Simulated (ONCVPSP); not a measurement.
# Pseudopotential generation, with input and output: Sc

- system: scandium (Sc, Z = 21), core [Ar], reference valence 3d1 4s2, valence charge 3.
- method: ONCV potential, PW91, scalar-relativistic, made with ONCVPSP 4.0.1

**Input file**
```
# ATOM AND REFERENCE CONFIGURATION
# atsym  z   nc   nv     iexc    psfile
  Sc 21.00    5    2  -109134      upf
#
#   n    l    f
    1    0    2.00
    2    0    2.00
    2    1    6.00
    3    0    2.00
    3    1    6.00
    3    2    1.00
    4    0    2.00
#
# PSEUDOPOTENTIAL AND OPTIMIZATION
# lmax
    2
#
#   l,   rc,      ep,       ncon, nbas, qcut
    0    2.90    0.00    3    8    2.90
    1    2.50    0.04    4    8    3.10
    2    1.80    0.00    4    8    9.30
#
# LOCAL POTENTIAL
# lloc, lpopt,  rc(5),   dvloc0
    4    5    1.65    0.00
#
# VANDERBILT-KLEINMAN-BYLANDER PROJECTORs
# l, nproj, debl
    0    2    2.50
    1    2    3.90
    2    1    3.00
#
# MODEL CORE CHARGE
# icmod, fcfact, rcfact
    3    4.50    1.15
#
# LOG DERIVATIVE ANALYSIS
# epsh1, epsh2, depsh
   -2.00    5.00    0.02
#
# OUTPUT GRID
# rlmax, drl
    6.00    0.01
#
# TEST CONFIGURATIONS
# ncnf
    4
# nvcnf
#   n    l    f
    2
    3    2    1.00
    4    0    1.00
#
    2
    3    2    1.00
    4    0    0.00
#
    2
    3    2    1.00
    4    0    1.50
#
    3
    3    2    1.00
    4    0    0.00
    4    1    1.00
#
```

Hardware: 1 CPU thread, shared host.

Launched with:
```bash
oncvpsp.x < Sc.dat > Sc.out
```

**Log (extracts)**
```
ONCVPSP  (Optimized Norm-Conservinng Vanderbilt PSeudopotential)
scalar-relativistic version 4.0.1

#   n    l    f        energy (Ha)
    1    0    2.00    -1.6164464E+02
    2    0    2.00    -1.7436238E+01
    2    1    6.00    -1.4278608E+01
    3    0    2.00    -2.0231541E+00
    3    1    6.00    -1.2373198E+00
    3    2    1.00    -1.2094368E-01
    4    0    2.00    -1.5503555E-01

Reference configufation results
  iterations    29
  all-electron total energy (Ha)   -7.64298567D+02

Begin loop to  construct optimized pseudo wave functions
and semi-local pseudopoentials for all angular momenta

   Wellstate for l =  0  n =  7
     eigenvalue =   2.3450
     asymptotic potential =   2.8450
     half-point radius =  5.5067

Calculating optimized projector #   1

 for l=   0

    Fraction of norm inside rc  0.301480
    Optimizing pswf for qcut=   2.90 a_B^-1,  ecut=   4.19 Ha
    Residual kinetic energy error=  5.17D-06 Ha

    Energy error per electron        Cutoff
         Ha          eV             Ha
         0.01000     0.27211        1.38
         0.00100     0.02721        2.43
         0.00010     0.00272        3.29
         0.00001     0.00027        4.07

Calculating optimized projector #   2

 for l=   0

    Fraction of norm inside rc  0.155240
    Optimizing pswf for qcut=   2.90 a_B^-1,  ecut=   4.19 Ha
    Residual kinetic energy error=  1.41D-02 Ha

    Energy error per electron        Cutoff
         Ha          eV             Ha
         0.01000     0.27211        4.29
         0.00100     0.02721        7.67
         0.00010     0.00272       28.16
         0.00001     0.00027       43.15

   Wellstate for l =  1  n =  4
     eigenvalue =   0.0400
     asymptotic potential =   0.5400
     half-point radius =  5.4518

   Wellstate for l =  1  n =  7
     eigenvalue =   3.9400
     asymptotic potential =   4.4400
     half-point radius =  4.4000

Calculating optimized projector #   1

 for l=   1

    Fraction of norm inside rc  0.158023
    Optimizing pswf for qcut=   3.09 a_B^-1,  ecut=   4.79 Ha
    Residual kinetic energy error=  2.19D-03 Ha

    Energy error per electron        Cutoff
         Ha          eV             Ha
         0.01000     0.27211        0.95
         0.00100     0.02721       11.46
         0.00010     0.00272       31.34
         0.00001     0.00027       41.46

Calculating optimized projector #   2

 for l=   1

    Fraction of norm inside rc  0.145371
    Optimizing pswf for qcut=   3.09 a_B^-1,  ecut=   4.79 Ha
    Residual kinetic energy error=  8.29D-02 Ha

    Energy error per electron        Cutoff
         Ha          eV             Ha
         0.01000     0.27211       17.58
         0.00100     0.02721       41.89
         0.00010     0.00272       52.77
         0.00001     0.00027       78.52

Calculating optimized projector #   1

 for l=   2

    Fraction of norm inside rc  0.587457
    Optimizing pswf for qcut=   9.30 a_B^-1,  ecut=  43.23 Ha
    Residual kinetic energy error=  1.91D-07 Ha

    Energy error per electron        Cutoff
         Ha          eV             Ha
         0.01000     0.27211       23.14
         0.00100     0.02721       29.07
         0.00010     0.00272       33.88
         0.00001     0.00027       37.49

Construct Vanderbilt / Kleinmman-Bylander projectors

B matrix Hermiticity error, ll=   0
   1   2    4.9743E-05

  Orthonormal projector coefficients  4.4087E+00  4.7677E-01

B matrix Hermiticity error, ll=   1
   1   2    8.5263E-05

  Orthonormal projector coefficients  4.5366E+00  1.1745E+00

Model core correction analysis
  based on d2Exc/dn_idn_j

d2excae - all-electron derivatives

   -2.156087D-02   -1.156095D-02
   -1.155637D-02   -2.944947D-02

d2excps - pseudofunction derivatives with no core correction

   -9.355090D-02   -1.583939D-02
   -1.584863D-02   -3.082381D-02

rms 2nd derivative error    3.612887E-02

rmatch, rhocmatch    2.1822    0.1465

Teter function model core charge with specified parameters

d2excps - pseudofunction derivatives with core correction

   -6.596014D-02   -1.351960D-02
   -1.351494D-02   -3.042171D-02

rms 2nd derivative error    2.224811E-02

Pseudoatom total energy   -1.628040

Diagnostic tests using Vanderbilt-Kleinman-Bylander pseudopotentials
  1 or more projectors used as specified by nproj input data

   l    rcore       rmatch      e in        delta e   norm test  slope test

   0   2.9080171   2.9963108  -0.1550355   0.0000012   1.0000068   0.9998722
   0   2.9080171   2.9963108   2.3449644   0.0001983   1.0000582   1.0000582

   1   2.5040756   2.5801048   0.0400000   0.0000016   1.0000359   1.0000359
   1   2.5040756   2.5801048   3.9400000   0.0000700   1.0003371   1.0003371

   2   1.8020154   1.8567285  -0.1209437   0.0000003   1.0000009   1.0000019

 Testing for bound ghosts
   n   l    E NL Schr. Eq   E Basis Diag.   E Cutoff

   1   0       -0.155034       -0.152403     30.78

   2   1       -0.055246       -0.025457     47.71

   3   2       -0.120943       -0.113455     79.37

 Testing for highly-localized positive-energy ghosts
       l    <radius>/rc     E Basis Diag.   E Cutoff

       0        0.519749        0.616892     30.78  WARNING - GHOST(+)

       1        0.653261        4.098620     47.71  WARNING - GHOST(+)

Test configuration 0

   n   l     f        eae           eps        diff
   1   0  2.0000 -161.64464373
   2   0  2.0000  -17.43623832
   2   1  6.0000  -14.27860777
   3   0  2.0000   -2.02315413
   3   1  6.0000   -1.23731978
   3   2  1.0000   -0.12094368   -0.12094340    2.82D-07
   4   0  2.0000   -0.15503555   -0.15503436    1.19D-06

    Total energies and differences
      AE_ref= -7.64298567D+02  AE_tst= -7.64298567D+02  dif=  0.00D+00
      PS_ref= -1.62804040D+00  PS_tst= -1.62804040D+00  dif=  2.66D-15
      PSP excitation error= -2.66D-15

Test configuration 1

   n   l     f        eae           eps        diff
   1   0  2.0000 -161.90700659
   2   0  2.0000  -17.69432986
   2   1  6.0000  -14.53707364
   3   0  2.0000   -2.28106698
   3   1  6.0000   -1.49511942
   3   2  1.0000   -0.36888413   -0.36844471    4.39D-04
   4   0  1.0000   -0.35874244   -0.35806645    6.76D-04

    Total energies and differences
      AE_ref= -7.64298567D+02  AE_tst= -7.64043654D+02  dif=  2.55D-01
      PS_ref= -1.62804040D+00  PS_tst= -1.37324946D+00  dif=  2.55D-01
      PSP excitation error=  1.23D-04

Test configuration 2

psatom: WARNING lschvkbb convergence error n,l,iter=   1   0  29
ea(ii),et,emin,emax -3.591708E-01 -3.700224E-01 -3.700224E-01 -3.700224E-01
run_config: WARNING for fully non-local PS atom, stg. 1
 WARNING no output for configuration 3

Test configuration 3

   n   l     f        eae           eps        diff
   1   0  2.0000 -161.76852501
   2   0  2.0000  -17.55817839
   2   1  6.0000  -14.40071867
   3   0  2.0000   -2.14532488
   3   1  6.0000   -1.35953084
   3   2  1.0000   -0.23892241   -0.23877260    1.50D-04
   4   0  1.5000   -0.25395372   -0.25390257    5.11D-05

    Total energies and differences
      AE_ref= -7.64298567D+02  AE_tst= -7.64196627D+02  dif=  1.02D-01
      PS_ref= -1.62804040D+00  PS_tst= -1.52609794D+00  dif=  1.02D-01
      PSP excitation error= -2.59D-06

Test configuration 4

psatom: WARNING lschvkbb convergence error n,l,iter=   1   0  29
ea(ii),et,emin,emax -3.591708E-01 -3.700224E-01 -3.700224E-01 -3.700224E-01
run_config: WARNING for fully non-local PS atom, stg. 1
 WARNING no output for configuration 5
```

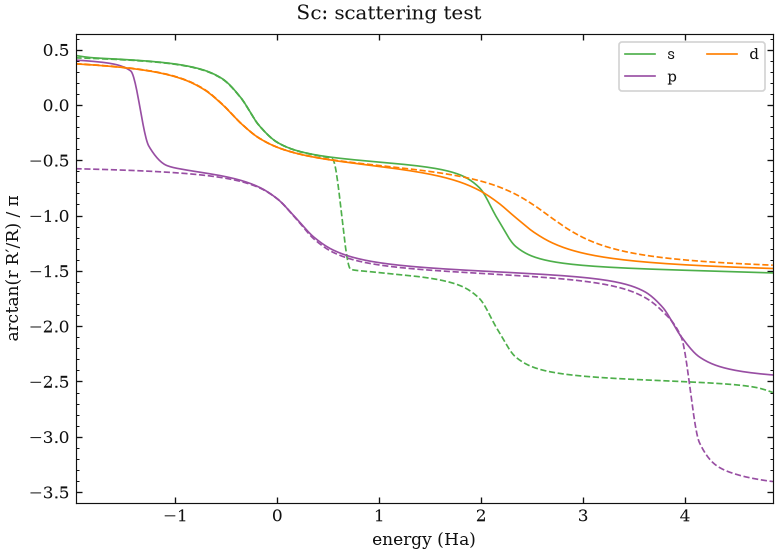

Fig. 1: Unwrapped phase arctan(r R′/R) in units of π against energy, all-electron (solid) and pseudo (dashed); the pseudo phase is matched to the all-electron one at the reference energy. Here R(r) is the radial function. A near-vertical step is a level narrower than the spacing of the points behind the curves. Not drawn: f: not judged.

- Ghost states: Going away from the reference energies, the phases part by more than π/2 in: s at about 0.6 Ha (above its reference energy, pseudo phase lower, at the flagged ghost); p at about 4.1 Ha (above its reference energy, pseudo phase lower, at the flagged ghost); p at about -1.3 Ha (below its reference energy, pseudo phase lower, at the 3p core level, which only the all-electron atom has). Such a step is either a state that only one of the two atoms has or an ordinary level shifted in energy. The separate test gives: no bound ghost flagged; GHOST(+) flagged for s at 16.8 eV, p at 111.5 eV.
- Range over which the phases agree within 0.05 rad: s: between about -2.0 and 0.5 Ha; p: between about -0.5 and 0.3 Ha; d: up to about 1.3 Ha.

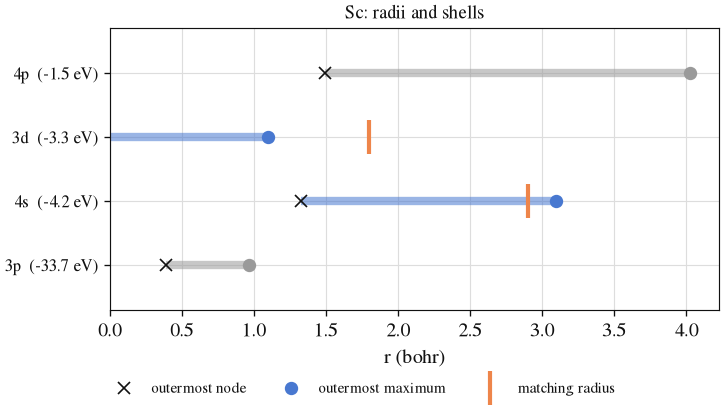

Fig. 2: Outer shells of the all-electron reference atom: each bar runs from the outermost node (or the nucleus) to the outermost maximum of u(r); the tick is the radius chosen for the pseudo-wave. Shells without a tick have no pseudo-wave of their own. Levels, nodes and maxima are from ld1.x, scalar-relativistic.

- Radii against the shells: 4s: 2.90 bohr, between node and maximum; 3d: 1.80 bohr, outside the maximum.

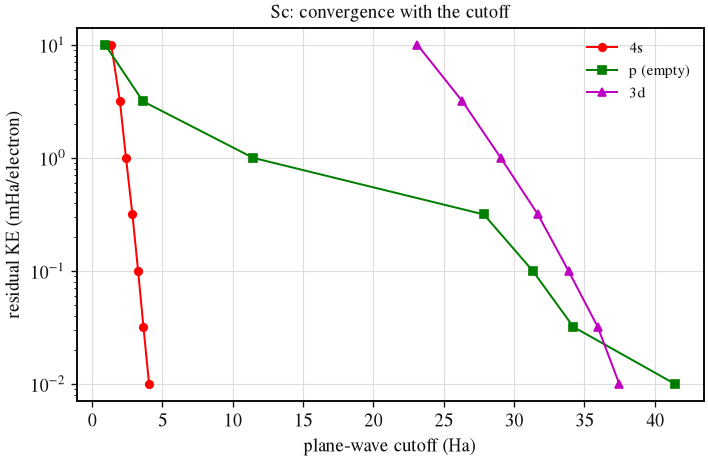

Fig. 3: Residual kinetic energy of the pseudo-waves (the first of each channel, and further valence shells) beyond the plane-wave cutoff, as the generator prints it.

- Hardest wave at 1 mHa per electron: 3d, with rc = 1.80 bohr and qcut = 9.3 1/bohr. The optimisation minimises, but can't always remove, the kinetic energy above qcut²/2 = 43.2 Ha, and a larger rc would as a rule soften the wave at some cost in transferability.
- Cutoffs for 1 mHa per electron: 3d: 29 Ha; p (empty): 11 Ha; 4s: 2.4 Ha.
- Cutoffs for the occupied states: 29 Ha for 1 mHa and 34 Ha for 0.1 mHa per electron. The first is set by 3d.

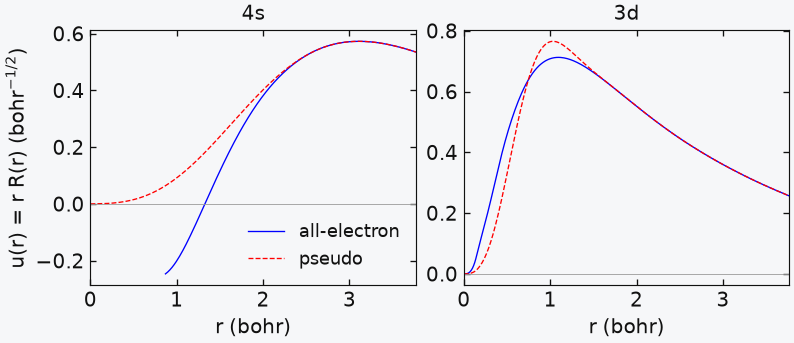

Fig. 4: Partial waves u(r) = r R(r), all-electron (solid) and pseudo (dashed). The innermost oscillations of some all-electron curves aren't drawn. Reference configuration 3d1 4s2.

- Matching radii: 4s at 2.90 bohr; 3d at 1.80 bohr. The curves merge smoothly, so the plot gives these only roughly.
- Nodes of the pseudo-waves: 4s has no node; 3d has no node.
- Cutoffs needed: 29 Ha (loose) and 34 Ha (tight), as the cutoffs at which the residual kinetic energy of the hardest occupied pseudo-wave falls to 1 and 0.1 mHa per electron.

**Results in brief**

- outcome: generated, with a spurious state above the valence levels
- cutoffs needed: 29 Ha and 34 Ha (the cutoffs at which the residual kinetic energy of the hardest occupied pseudo-wave falls to 1 and 0.1 mHa per electron)
- ghost test: no bound ghost flagged; GHOST(+) flagged for s at 16.8 eV, p at 111.5 eV
- configuration tests: 2 of 4 tests not solved
- rms error of d²Exc/dni dnj: 36.13 mHa without and 22.25 mHa with the model core
- largest excitation error among the tests solved: +3.3 meV (all-electron minus pseudo) for 3d1 4s1
- clearest signs, in the scattering phases, of states that the all-electron atom lacks: s near 0.6 Ha
- range over which the phases arctan(r R′/R) at the test radius agree within 0.05 rad (a looser test near the poles than one of phase shifts): s: between about -2.0 and 0.5 Ha; p: between about -0.5 and 0.3 Ha; d: up to about 1.3 Ha; f: not judged, local potential alone
- wall time: 3.2 s

**Remarks**

The scattering phases show an s state near 0.6 Ha, 0.8 Ha above the channel's reference energy, that the all-electron atom lacks, which is too close to the valence region for the potential to be used. Warnings of the program, in the generation or the tests: psatom: WARNING lschvkbb convergence error n,l,iter= 1 0 29.
